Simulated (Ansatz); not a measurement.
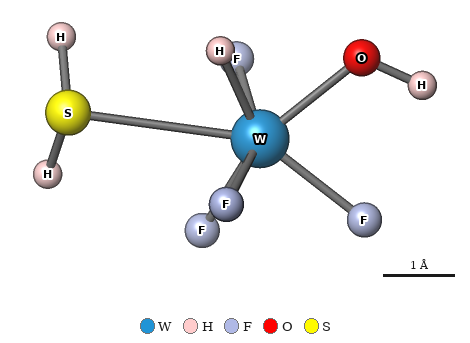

Figure 1. The starting structure (ball-and-stick view, seen at a tilt). Sticks mark near contacts.

WH4SOF4: nudged elastic band (part 1 of 2)

The run: nudged elastic band of WH4SOF4. Method and program: RKS BHLYP/def2-SVP (Ansatz 0.2.0).

It belongs to a series of runs on one base structure; here: band between the two ends.

Output
```
Engine: ansatz 0.2.0, aarch64-unknown-linux-gnu
Functional definition: BHLYP
  parameter a = 0.5
  exchange = (1 - a)*b88_x + a*exact_x
  correlation = lyp_c
1454 factors; integrals over basis functions are off by at most 2.9e-4 eV
mean field evaluation 1: about -25610.5612 eV, gradient 8.2e1 eV
mean field evaluation 2: about -25557.9179 eV, gradient 1.9e2 eV
mean field evaluation 4: about -25622.4645 eV, gradient 1.0e1 eV
mean field evaluation 8: about -25622.8744 eV, gradient 1.0e0 eV
mean field evaluation 16: about -25622.8769 eV, gradient 9.5e-4 eV
mean field -25622.87686262 eV, -941.6233568914 hartree, gradient 4.2e-5 eV, S^2 0.000000; 0 other end points of the search recorded, 0 dependent functions left out
the calculation of the forces begins
reference -25622.87708498 eV, -941.6233650630 hartree; 39, 39 occupied and 101, 101 virtual orbitals, 1454 factors
1449 factors; integrals over basis functions are off by at most 4.1e-4 eV
mean field evaluation 32: about -25623.0659 eV, gradient 1.2e-1 eV
mean field -25623.06592504 eV, -941.6303048075 hartree, gradient 2.0e-5 eV, S^2 0.000000; 0 other end points of the search recorded, 0 dependent functions left out
[... from here on the field's lines of each further geometry are left out, up to the last ...]
NEB iter   1: max|band force component| = 2.298e2 eV/Å  barrier→ = 43.2496 eV  barrier← = 43.4387 eV  Δτ_max = 0.2000 Å  (442 SCF iters)
NEB iter   2: max|band force component| = 6.752e1 eV/Å  barrier→ = 14.5793 eV  barrier← = 14.7684 eV  Δτ_max = 0.2000 Å  (408 SCF iters)
NEB iter   3: max|band force component| = 3.573e1 eV/Å  barrier→ = 6.8812 eV  barrier← = 7.0703 eV  Δτ_max = 0.2000 Å  (378 SCF iters)
NEB iter   4: max|band force component| = 1.548e1 eV/Å  barrier→ = 2.7900 eV  barrier← = 2.9790 eV  Δτ_max = 0.2000 Å  (379 SCF iters)
NEB iter   5: max|band force component| = 7.086e0 eV/Å  barrier→ = 2.1728 eV  barrier← = 2.3619 eV  Δτ_max = 0.2000 Å  (362 SCF iters)
NEB iter   6: max|band force component| = 3.689e0 eV/Å  barrier→ = 2.0012 eV  barrier← = 2.1902 eV  Δτ_max = 0.2000 Å  (358 SCF iters)
NEB iter   7: max|band force component| = 2.866e0 eV/Å  barrier→ = 1.8621 eV  barrier← = 2.0511 eV  Δτ_max = 0.2000 Å  (357 SCF iters)
NEB iter   8: max|band force component| = 2.019e0 eV/Å  barrier→ = 1.6948 eV  barrier← = 1.8839 eV  Δτ_max = 0.2000 Å  (357 SCF iters)
NEB iter   9: max|band force component| = 1.660e0 eV/Å  barrier→ = 1.5703 eV  barrier← = 1.7594 eV  Δτ_max = 0.2000 Å  (352 SCF iters)
NEB iter  10: max|band force component| = 1.770e0 eV/Å  barrier→ = 1.4142 eV  barrier← = 1.6032 eV  Δτ_max = 0.1021 Å  (363 SCF iters)
NEB iter  11: max|band force component| = 1.177e0 eV/Å  barrier→ = 1.2981 eV  barrier← = 1.4871 eV  Δτ_max = 0.1029 Å  (348 SCF iters)
NEB iter  12: max|band force component| = 8.768e-1 eV/Å  barrier→ = 1.2416 eV  barrier← = 1.4307 eV  Δτ_max = 0.1016 Å  (341 SCF iters)
NEB iter  13: max|band force component| = 8.072e-1 eV/Å  barrier→ = 1.1736 eV  barrier← = 1.3627 eV  Δτ_max = 0.1018 Å  (341 SCF iters)
NEB iter  14: max|band force component| = 7.947e-1 eV/Å  barrier→ = 1.0708 eV  barrier← = 1.2599 eV  Δτ_max = 0.0502 Å  (348 SCF iters)
NEB iter  15: max|band force component| = 5.779e-1 eV/Å  barrier→ = 0.9811 eV  barrier← = 1.1701 eV  Δτ_max = 0.0504 Å  (358 SCF iters)
NEB iter  16: max|band force component| = 6.239e-1 eV/Å  barrier→ = 0.9059 eV  barrier← = 1.0950 eV  Δτ_max = 0.1001 Å  (356 SCF iters)
NEB iter  17: max|band force component| = 8.478e-1 eV/Å  barrier→ = 0.7935 eV  barrier← = 0.9826 eV  Δτ_max = 0.1007 Å  (344 SCF iters)
NEB iter  18: max|band force component| = 8.239e-1 eV/Å  barrier→ = 0.7067 eV  barrier← = 0.8958 eV  Δτ_max = 0.0999 Å  (344 SCF iters)
NEB iter  19: max|band force component| = 6.014e-1 eV/Å  barrier→ = 0.6158 eV  barrier← = 0.8049 eV  Δτ_max = 0.1012 Å  (343 SCF iters)
NEB iter  20: max|band force component| = 6.122e-1 eV/Å  barrier→ = 0.6390 eV  barrier← = 0.8280 eV  CI = image 5  Δτ_max = 0.1016 Å  (352 SCF iters)
NEB iter  21: max|band force component| = 6.750e-1 eV/Å  barrier→ = 0.7733 eV  barrier← = 0.9624 eV  CI = image 5  Δτ_max = 0.1001 Å  (349 SCF iters)
NEB iter  22: max|band force component| = 9.118e-1 eV/Å  barrier→ = 0.9005 eV  barrier← = 1.0895 eV  CI = image 5  Δτ_max = 0.1025 Å  (349 SCF iters)
NEB iter  23: max|band force component| = 7.732e-1 eV/Å  barrier→ = 1.0065 eV  barrier← = 1.1955 eV  CI = image 5  Δτ_max = 0.2000 Å  (348 SCF iters)
NEB iter  24: max|band force component| = 6.154e-1 eV/Å  barrier→ = 1.2152 eV  barrier← = 1.4043 eV  CI = image 5  Δτ_max = 0.2000 Å  (351 SCF iters)
NEB iter  25: max|band force component| = 1.127e0 eV/Å  barrier→ = 1.4361 eV  barrier← = 1.6252 eV  CI = image 5  Δτ_max = 0.1001 Å  (349 SCF iters)
NEB iter  26: max|band force component| = 1.211e0 eV/Å  barrier→ = 1.4707 eV  barrier← = 1.6598 eV  CI = image 5  Δτ_max = 0.1001 Å  (358 SCF iters)
NEB iter  27: max|band force component| = 8.764e-1 eV/Å  barrier→ = 1.3237 eV  barrier← = 1.5127 eV  CI = image 5  Δτ_max = 0.0998 Å  (358 SCF iters)
NEB iter  28: max|band force component| = 5.028e-1 eV/Å  barrier→ = 1.2812 eV  barrier← = 1.4703 eV  CI = image 5  Δτ_max = 0.0999 Å  (354 SCF iters)
NEB iter  29: max|band force component| = 3.085e-1 eV/Å  barrier→ = 1.2347 eV  barrier← = 1.4237 eV  CI = image 5  Δτ_max = 0.1001 Å  (358 SCF iters)
NEB iter  30: max|band force component| = 1.754e-1 eV/Å  barrier→ = 1.2066 eV  barrier← = 1.3957 eV  CI = image 5  Δτ_max = 0.1007 Å  (357 SCF iters)
NEB iter  31: max|band force component| = 2.515e-1 eV/Å  barrier→ = 1.1975 eV  barrier← = 1.3865 eV  CI = image 5  Δτ_max = 0.0501 Å  (356 SCF iters)
NEB iter  32: max|band force component| = 9.566e-2 eV/Å  barrier→ = 1.1855 eV  barrier← = 1.3746 eV  CI = image 5  Δτ_max = 0.1000 Å  (361 SCF iters)
NEB iter  33: max|band force component| = 2.210e-1 eV/Å  barrier→ = 1.1811 eV  barrier← = 1.3701 eV  CI = image 5  Δτ_max = 0.0506 Å  (355 SCF iters)
NEB iter  34: max|band force component| = 1.704e-1 eV/Å  barrier→ = 1.1787 eV  barrier← = 1.3678 eV  CI = image 5  Δτ_max = 0.0511 Å  (360 SCF iters)
NEB iter  35: max|band force component| = 1.825e-1 eV/Å  barrier→ = 1.1771 eV  barrier← = 1.3662 eV  CI = image 5  Δτ_max = 0.0252 Å  (360 SCF iters)
NEB iter  36: max|band force component| = 8.211e-2 eV/Å  barrier→ = 1.1765 eV  barrier← = 1.3656 eV  CI = image 5  Δτ_max = 0.0504 Å  (363 SCF iters)
NEB iter  37: max|band force component| = 5.847e-2 eV/Å  barrier→ = 1.1762 eV  barrier← = 1.3652 eV  CI = image 5  Δτ_max = 0.0503 Å  (356 SCF iters)
NEB iter  38: max|band force component| = 7.462e-2 eV/Å  barrier→ = 1.1760 eV  barrier← = 1.3650 eV  CI = image 5  Δτ_max = 0.0251 Å  (359 SCF iters)
the calculation of the forces begins
reference -25623.05384478 eV, -941.6298608659 hartree; 39, 39 occupied and 101, 101 virtual orbitals, 1448 factors
1455 factors; integrals over basis functions are off by at most 1.2e-3 eV
mean field evaluation 2912: about -25621.4635 eV, gradient 5.7e-1 eV
mean field -25621.70106997 eV, -941.5801473087 hartree, gradient 3.3e-5 eV, S^2 0.000000; 1 other end points of the search recorded, 0 dependent functions left out
the calculation of the forces begins
reference -25621.70128842 eV, -941.5801553365 hartree; 39, 39 occupied and 101, 101 virtual orbitals, 1455 factors
NEB iter  39: max|band force component| = 4.352e-2 eV/Å  barrier→ = 1.1758 eV  barrier← = 1.3649 eV  CI = image 5  Δτ_max = 0.0000 Å  (678 SCF iters)
```

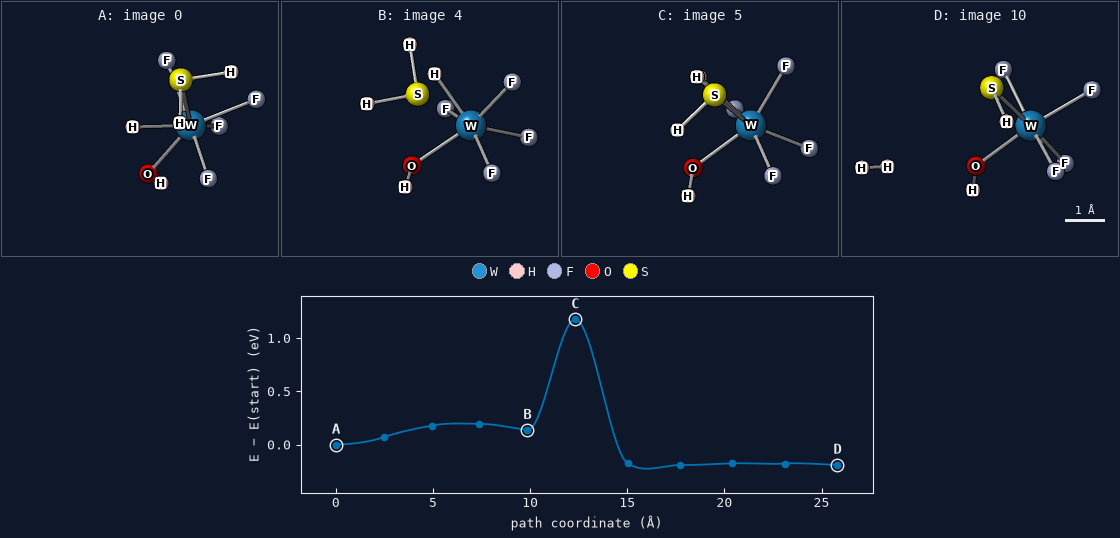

Figure 2. Images of the last band (counted from 0; ball-and-stick, seen at a tilt) above the energy along the path; the line is a cubic interpolation that uses the forces. The highest image is number 5, 1.176 eV above the start and 1.365 eV above the end (the climbing image); the end lies 0.189 eV below the start. A further maximum stands at image 3, 0.196 eV from the start, so the path isn't one elementary step. The path is 25.82 Å long. The band converged in 39 iterations.

```
Total energy: -25621.70128842 eV, -941.5801553365 hartree
Atom 0 at     0.114475     0.159029    -0.079352 Å, force    -0.013464    -0.004214    -0.013773 eV/Å
Atom 1 at    -0.515017     0.574152     1.596391 Å, force     0.000176     0.006616     0.006698 eV/Å
Atom 2 at     1.764814    -0.170449    -0.906199 Å, force     0.001041     0.005984     0.000194 eV/Å
Atom 3 at    -0.197054     1.977736    -0.244234 Å, force     0.003907     0.006360    -0.008029 eV/Å
Atom 4 at    -1.656670    -0.388022     0.168198 Å, force     0.005123    -0.003499    -0.000263 eV/Å
Atom 5 at     0.542727    -1.407186     0.843669 Å, force     0.025359     0.002175    -0.012534 eV/Å
Atom 6 at     1.411609    -1.808021     0.776195 Å, force    -0.016193    -0.003904     0.013165 eV/Å
Atom 7 at    -0.426438    -0.040172    -1.836903 Å, force    -0.006726     0.000349     0.000099 eV/Å
Atom 8 at     1.894876     1.370992     1.477974 Å, force    -0.019982    -0.015022     0.001573 eV/Å
Atom 9 at     2.420968     0.262011     2.018281 Å, force     0.001909     0.003935     0.006582 eV/Å
Atom 10 at     0.325210     0.938931     1.813982 Å, force     0.018851     0.001220     0.006287 eV/Å
Dipole moment:     0.502640    -0.271410     0.674244 e Å
this run last wrote the band of iteration 39 to [file]
```

The last band as extended XYZ (Å, eV, eV/Å)
```
11
Properties=species:S:1:pos:R:3:forces:R:3 image=0 energy=-25622.87686
W     0.1346   -0.1447    0.2402   -0.0060  -0.0236  -0.0111
H     0.1452   -0.1165    1.9222   -0.0023  -0.0013   0.0038
F     1.8484   -0.8500    0.3619    0.0016   0.0170   0.0017
F    -1.1616    1.1258    0.5788    0.0106   0.0067   0.0033
F    -0.9607   -0.7496   -1.1665    0.0031  -0.0008   0.0067
O    -0.4865   -1.8131    0.8989   -0.0118  -0.0026   0.0013
H    -0.9396   -2.3370    0.2337    0.0025   0.0020  -0.0006
F     0.9064    0.9314   -1.1266    0.0003  -0.0021  -0.0119
S     1.5169    1.8899    1.4807   -0.0280   0.0066   0.0150
H     2.0804    2.3458    0.3486    0.0138  -0.0004   0.0044
H     2.5960    1.1869    1.8561    0.0163  -0.0014  -0.0125
11
Properties=species:S:1:pos:R:3:forces:R:3 image=1 energy=-25622.80619
W     0.0991   -0.1507    0.1071    0.0219   0.0087   0.0067
H     0.5334   -0.1497    1.7262    0.0097  -0.0088   0.0222
F     1.8429   -0.7188   -0.1941    0.0189  -0.0004   0.0150
F    -1.0494    1.1026    0.8425   -0.0017  -0.0082   0.0223
F    -1.4103   -0.6740   -0.8859    0.0222   0.0007  -0.0116
O    -0.1812   -1.9090    0.7345    0.0100   0.0141   0.0046
H    -0.8051   -2.4409    0.2374   -0.0484  -0.0003  -0.0193
F     0.4619    0.9534   -1.3751    0.0123   0.0065   0.0197
S     1.7690    2.0344    0.9858   -0.0313  -0.0237  -0.0161
H     2.9091    1.3451    1.1479   -0.0090   0.0083  -0.0293
H     1.5101    2.0766    2.3018   -0.0045   0.0031  -0.0142
11
Properties=species:S:1:pos:R:3:forces:R:3 image=2 energy=-25622.69758
W    -0.3078   -0.2580   -0.2617    0.0007  -0.0051   0.0102
H     0.3816    0.0770    1.2193   -0.0055  -0.0117   0.0141
F     1.4639   -0.7642   -0.5626    0.0067   0.0012   0.0104
F    -1.0539    1.3430    0.2972    0.0008  -0.0027   0.0134
F    -2.0691   -0.6954   -0.6229   -0.0016   0.0013  -0.0105
O    -0.3777   -1.9735    0.4726   -0.0079  -0.0001  -0.0113
H     0.4254   -2.4364    0.7166   -0.0054  -0.0128  -0.0013
F    -0.0081    0.5454   -1.9063    0.0132   0.0134   0.0054
S     2.3807    2.2028    1.5712   -0.0009   0.0037  -0.0094
H     3.1663    1.2013    1.9918    0.0004   0.0041  -0.0103
H     1.6784    2.2272    2.7130   -0.0005   0.0086  -0.0108
11
Properties=species:S:1:pos:R:3:forces:R:3 image=3 energy=-25622.68103
W    -0.3607   -0.2404   -0.5332    0.0032   0.0127  -0.0107
H     0.7239    0.6207    0.3998    0.0000  -0.0030   0.0025
F     1.2758   -0.7647   -1.2656    0.0021  -0.0023  -0.0013
F    -1.0785    1.4593   -0.3398    0.0019  -0.0010   0.0015
F    -2.0635   -0.7736   -0.0387   -0.0002  -0.0002   0.0035
O     0.0668   -1.5835    0.6898   -0.0140  -0.0114   0.0135
H     0.9587   -1.9265    0.7633    0.0111   0.0023  -0.0113
F    -0.7334   -0.0833   -2.3442   -0.0008  -0.0003   0.0031
S     2.3603    1.9441    2.2690    0.0003   0.0000  -0.0014
H     3.0889    0.9442    2.7854   -0.0029  -0.0002   0.0030
H     1.4412    1.8727    3.2421   -0.0008   0.0033  -0.0024
11
Properties=species:S:1:pos:R:3:forces:R:3 image=4 energy=-25622.73920
W    -0.2469   -0.1314   -0.3661    0.0128   0.0110   0.0048
H    -0.6057    0.5583    1.1155    0.0023  -0.0015   0.0158
F     1.4671   -0.2034   -1.1189   -0.0062   0.0028   0.0044
F     0.0038    1.6922   -0.6029   -0.0056  -0.0051   0.0091
F    -1.8858   -0.8874    0.0606    0.0108   0.0077   0.0027
O     0.4198   -1.6100    0.5385    0.0175   0.0085  -0.0051
H     1.3640   -1.7670    0.6009   -0.0057  -0.0092   0.0102
F    -1.0613   -0.1070   -2.0328    0.0016   0.0048  -0.0020
S     2.2766    1.3190    1.8960   -0.0056  -0.0070  -0.0085
H     2.5568    0.5477    2.9571   -0.0150  -0.0060  -0.0019
H     1.3912    2.0579    2.5800   -0.0068  -0.0061  -0.0297
11
Properties=species:S:1:pos:R:3:forces:R:3 image=5 energy=-25621.70107
W     0.1145    0.1590   -0.0794   -0.0135  -0.0042  -0.0138
H    -0.5150    0.5742    1.5964    0.0002   0.0066   0.0067
F     1.7648   -0.1704   -0.9062    0.0010   0.0060   0.0002
F    -0.1971    1.9777   -0.2442    0.0039   0.0064  -0.0080
F    -1.6567   -0.3880    0.1682    0.0051  -0.0035  -0.0003
O     0.5427   -1.4072    0.8437    0.0254   0.0022  -0.0125
H     1.4116   -1.8080    0.7762   -0.0162  -0.0039   0.0132
F    -0.4264   -0.0402   -1.8369   -0.0067   0.0003   0.0001
S     1.8949    1.3710    1.4780   -0.0200  -0.0150   0.0016
H     2.4210    0.2620    2.0183    0.0019   0.0039   0.0066
H     0.3252    0.9389    1.8140    0.0189   0.0012   0.0063
```
